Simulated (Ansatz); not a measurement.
Cl2···GeH4

```csv
atom,x (Å),y (Å),z (Å)
Cl,-0.0648,-0.2119,-2.3321
Cl,0.1896,0.3771,-4.2125
Ge,-0.0221,-0.0258,1.3134
H,-0.2788,-0.6755,2.6790
H,-0.4173,-1.0258,0.2112
H,1.4645,0.3197,1.1705
H,-0.8712,1.2424,1.1705
```

Geometry: PBE0-D4/def2-TZVP.

Level of theory: RKS PBE0-D4/def2-TZVPPD in Ansatz.

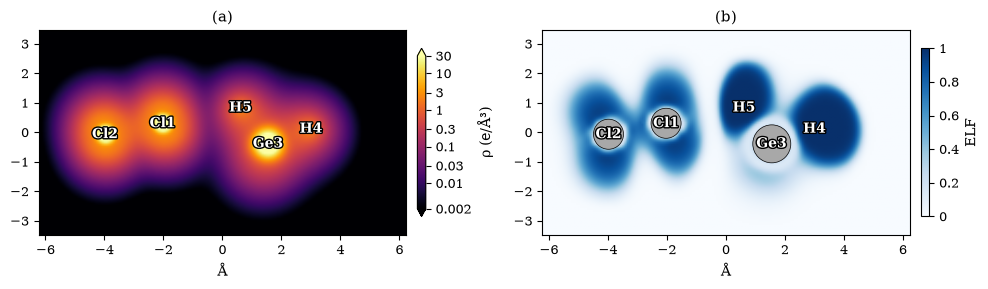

Figure 1. (a) electron density; (b) ELF on the plane of atoms H4, Ge3 and H5. Grey discs cover the atomic cores in the ELF map.

> Interpret the plot.

Atoms in the plane: Cl, Ge and H. Ge3···Cl1 (3.65 Å): the density falls to about 0.05 e/Å³ on the way; the ELF dips to about 0.05 between them (a weak contact between the two molecules). Cl–Cl (1.99 Å): ρ at the midpoint is about 1.1 e/Å³; the ELF peaks at about 0.80 between the atoms; a shared electron pair. Ge–H (1.53 Å): ρ at the midpoint is about 1.1 e/Å³; the ELF climbs to about 1 towards the hydrogen. The ELF also peaks beside Cl2 and Cl1, away from the bonds: lone-pair regions.

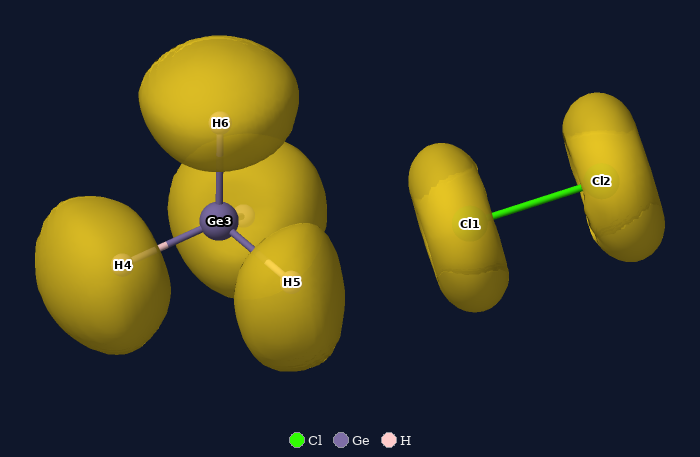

Figure 2. Isosurface of the ELF at 0.85 (yellow), seen at a tilt. Only the valence region is drawn (cores and ρ < 0.01 e/Å³ removed).

> What do the ELF domains correspond to?

The surface consists of four regions around hydrogen nuclei and two regions wrapped around Cl (the valence shell of each).
